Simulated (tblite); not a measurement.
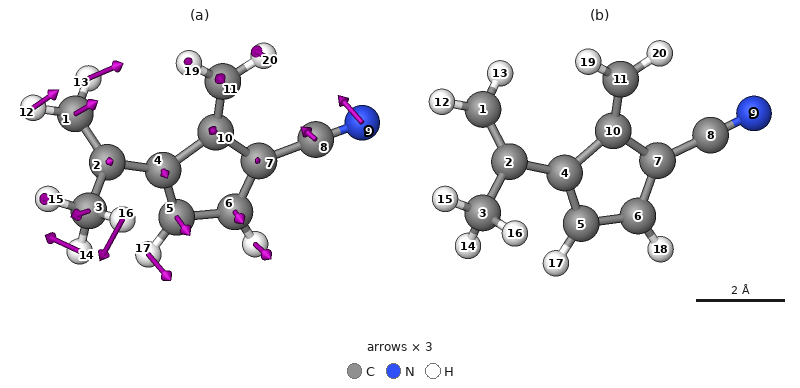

The structure of C10H9N before (left) and after (right) a relaxation, at one scale. The purple arrows give the displacements, magnified 3 times.

Style: ball-and-stick. Shown at a tilt.

The calculation used tblite 0.8.0, GFN2-xTB geometry optimisation, gas phase. 

### Describe what moved and what it gained.

The largest move after the best rigid fit is that of H16, 0.44 Å. By element the largest moves are H 0.44 Å, N 0.31 Å, C 0.27 Å. Near-neighbour distances that change, for instance: C7–C8 1.422 → 1.395 Å, C4–C5 1.339 → 1.361 Å, C3–H15 1.108 → 1.087 Å, C11–H20 1.097 → 1.078 Å. Bond angles that change, for instance: C2–C4–C10 130.2° → 125.4°, C2–C4–C5 124.2° → 127.3°, C8–C7–C10 126.7° → 124.1°. The energy falls by 14.6 kJ/mol in 112 geometry steps.
